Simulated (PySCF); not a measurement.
```xyz
11

C     1.6588   -0.2652    0.2071
C     0.2013   -0.0103    0.1366
C    -0.5328    1.1254    0.0402
Cl   -0.0170    2.3804   -1.6467
O    -1.8620    0.7241    0.0170
C    -1.9114   -0.6060    0.1364
O    -2.9266   -1.2587    0.1831
O    -0.6815   -1.1128    0.2427
H     1.9300   -1.0871   -0.4563
H     1.9748   -0.5262    1.2210
H     2.1718    0.6392   -0.1071
```

Geometry: GFN2-xTB.

Method: UKS B3LYP, pcH-1 on C Cl H O, non-relativistic, mean-field spin-orbit, GIAO (PySCF 2.14.0, density-fitted response routines).

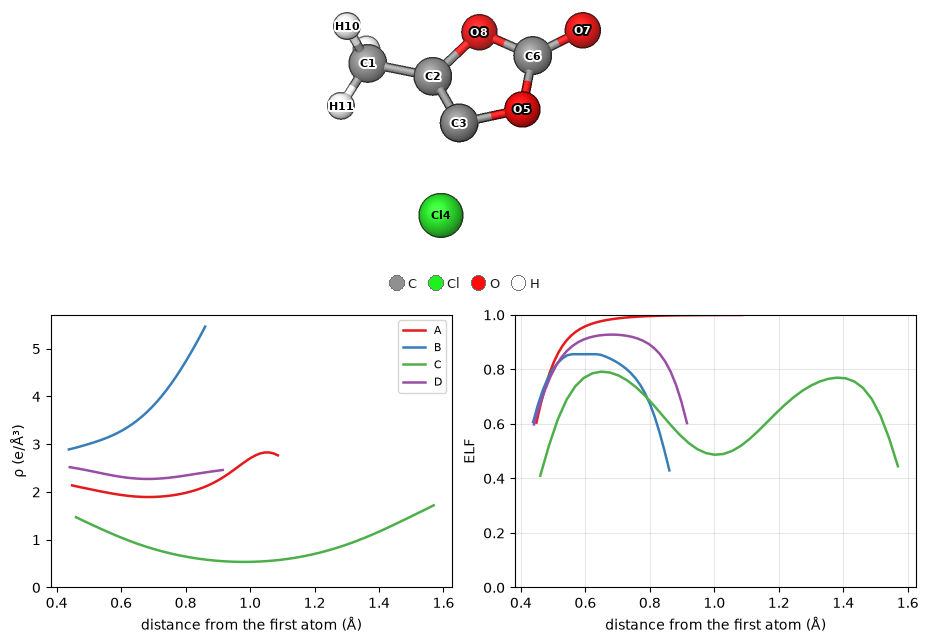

C₄H₃ClO₃ (charge −1, doublet). Electron density and electron localisation function along straight lines between neighbouring atoms. The curves leave out the atomic cores. The structure is drawn too.

**Which curve belongs to which contact (C–C, C–Cl, C–H and C–O)? The first atom named is at distance zero.**

Curve A: C–H (1.09 Å): the density is about 2 e/Å³ at the midpoint; the ELF climbs to about 1 towards the hydrogen, as it does in any bond to H: a covalent bond by its length. Curve B: C–O (1.21 Å): ρ at the midpoint is about 3.3 e/Å³; the ELF peaks at about 0.85 between the atoms: a short, multiple covalent bond. Curve C: C–Cl (2.16 Å): the density is about 0.57 e/Å³ at the midpoint; the ELF peaks at about 0.80 in the valence shell of C, 0.6 Å from its nucleus, and is about 0.50 at the midpoint. Curve D: C–C (1.36 Å): ρ at the midpoint is about 2.3 e/Å³; the ELF peaks at about 0.95 between the atoms: a covalent bond.
